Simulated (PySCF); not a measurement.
C₅H₁₄N₂Si₂

Input file:

```
{"job": {"kind": "nmr", "xc": "PBE0", "basis": "pcSseg-1"}, "charge": 0, "multiplicity": 1}
C      3.944934    -0.012511    -0.848251
C      2.488518    -0.304783    -0.702063
C      1.794900    -0.203034     0.423432
Si    -0.035780    -0.580915     0.612682
C     -1.021280     0.963374     1.131885
C     -2.515189     0.816610     0.828198
N     -2.814707     0.735010    -0.583605
Si    -2.296556    -0.655754    -1.453095
N     -0.701919    -1.079598    -0.905927
H      4.100602     0.757531    -1.603858
H      4.476890    -0.906237    -1.175542
H      4.372308     0.325002     0.093080
H      1.990668    -0.621630    -1.609807
H      2.320780     0.115397     1.315960
H     -0.229881    -1.632157     1.635741
H     -0.900058     1.143584     2.200544
H     -0.649512     1.852100     0.618062
H     -3.069685     1.663466     1.251759
H     -2.890987    -0.096153     1.296559
H     -2.662049     1.626017    -1.031882
H     -3.243592    -1.731024    -1.133870
H     -2.234373    -0.320211    -2.873686
H     -0.228786    -1.827097    -1.384484
```

Launched as:

```sh
OMP_NUM_THREADS=1 python probes_run.py task.json out
```

Geometry: GFN2-xTB.

These are results of PBE0/pcSseg-1, SCF density, gas phase, non-relativistic in PySCF 2.14.0, not measurements.

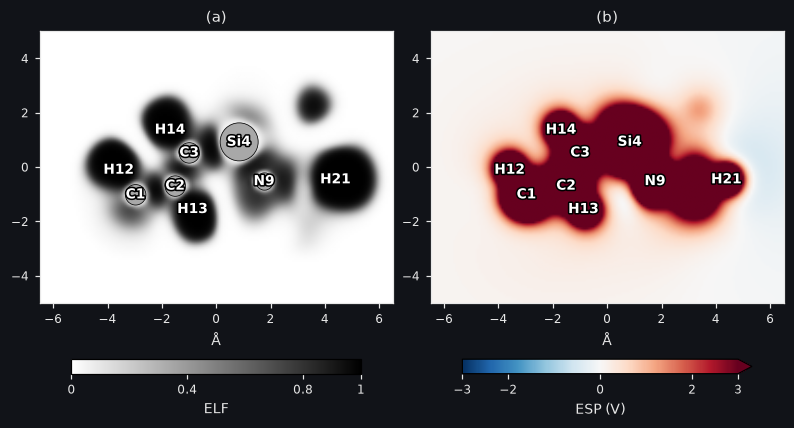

Figure 1. (a) ELF; (b) molecular electrostatic potential on the plane of atoms C3, Si4 and N9. Grey discs cover the atomic cores in the ELF map.

### What does the map show?

The section cuts through C, Si, N and H sites.
C–C (1.33 Å): the ELF peaks at about 0.90 between the atoms; a short, multiple covalent bond.
Si–N (1.73 Å): the ELF peaks at about 0.90 between the atoms, as expected for a polar covalent bond.
C–Si (1.88 Å): the ELF peaks at about 0.95 between the atoms; a shared electron pair.
C–C (1.49 Å): the ELF peaks at about 0.95 between the atoms; localised, covalent bonding.
C–H (1.08 Å): the ELF climbs to about 1 towards the hydrogen, as it does in any bond to H; an ordinary covalent bond to hydrogen.
Outside the dense part of the molecule the potential is most negative (−0.5 V) near H21.

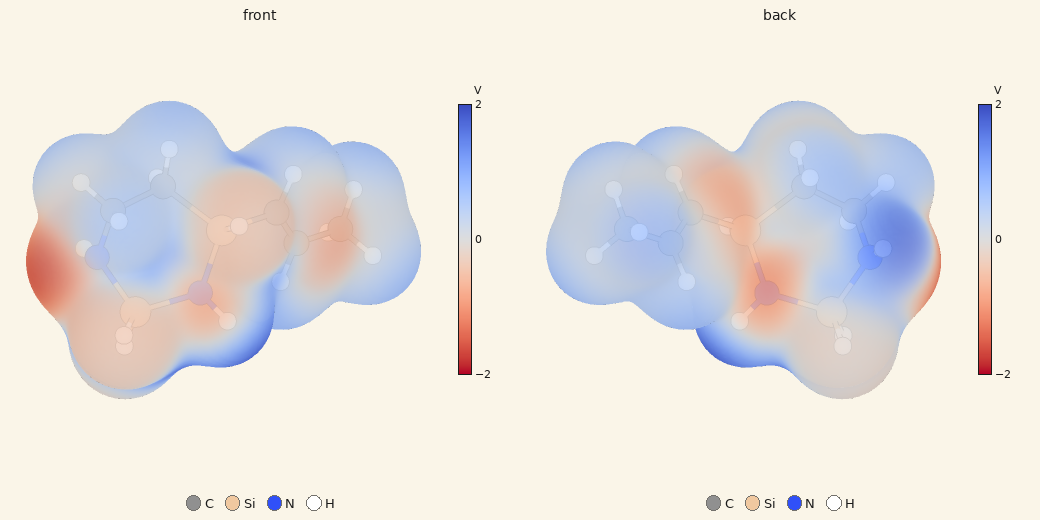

Figure 2. The molecular electrostatic potential painted on the density surface at 0.002 e/bohr³, seen from the front and from behind; the colour scale runs from red (negative) to blue (positive).

### Which sites attract a positive test charge, and which a negative one?

A positive charge is drawn to the negative regions and a negative charge to the positive ones. The most negative region (about −1.5 V) lies over N7, the most positive (about +1.6 V) over H23. N7 is the likeliest acceptor of a hydrogen bond.

### What dipole moment does the calculation give?

Its dipole moment is 1.75 D.
